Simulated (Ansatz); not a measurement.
## Response to strain in ZrS2

Base system: ZrS2 in the CdI2 type structure (space group P-3m1, No. 164; a = 3.578 Å, c = 5.540 Å; layered, stacked along the Cartesian z axis).

Strains are applied to the cell and any free atomic positions relax.

Calculations: PBEsol-D3(BJ) in Ansatz (plane waves to 420 eV, PAW, no spin-orbit coupling).

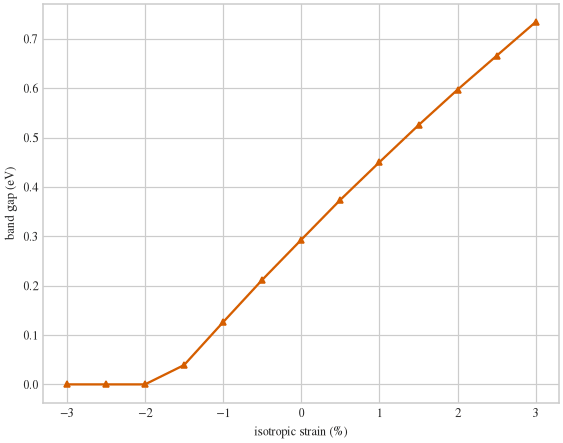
Figure. Band gap against isotropic strain

From the plot, what is the band gap for isotropic strain +2.50 %?

About 0.67 eV.

Is the trend monotonic over the range shown?

Yes, it rises throughout, spanning zero to 0.73 eV.

The mesh was chosen for an insulator and is coarse for the gapless case. Stability against distortions was not tested. The final runs are not spin-polarised. Gaps under 0.05 eV, about the width of the smearing, are given as zero. The zero or small gap of ZrS2 can change with the level of theory.

Ansatz is an electronic-structure program.
